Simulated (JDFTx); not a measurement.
TiTe2 monolayer taken from bulk TiTe2 (space group P-3m1, lattice of the Materials Project entry mp-1907, not re-optimised): 3 atoms in 3 planes, a 1x1 cell of 12.67 Å² (|a| = 3.824, |b| = 3.824 Å), 3.4 Å between the outermost planes, Te outermost, cell height 19.4 Å, 6×6×1 k mesh, Fermi smearing 0.01 Ha, no spin polarisation. Whether this polymorph is the ambient one wasn't checked. A free-standing single layer at the bulk's in-plane lattice is a model cell. Neither spin polarisation nor a larger cell was tried.

All numbers are PBE, GBRV ultrasoft potentials, plane waves to 20/100 Ha results from a modified build of JDFTx, not measurements. Liquid on both sides: SCCS (g09 parameters), water, 1 M NaF; nuclei fixed. Potentials are on the SHE scale by the convention U = −μ/e − 4.44 V; references calibrated for a solvation model differ from this value.

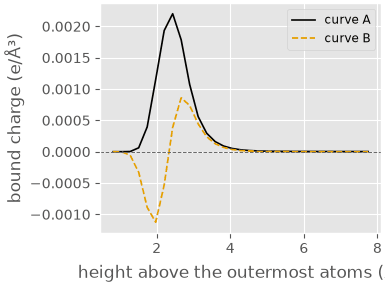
Figure: Plane-averaged bound charge of the liquid for two states of the electrode

Task: One curve is the neutral slab. Which, and what is the sign of the other's charge?

Result: Curve B is neutral (potential of zero charge, 0.42 V). Curve A is negatively charged, -3.7 μC/cm² at 0.00 V.
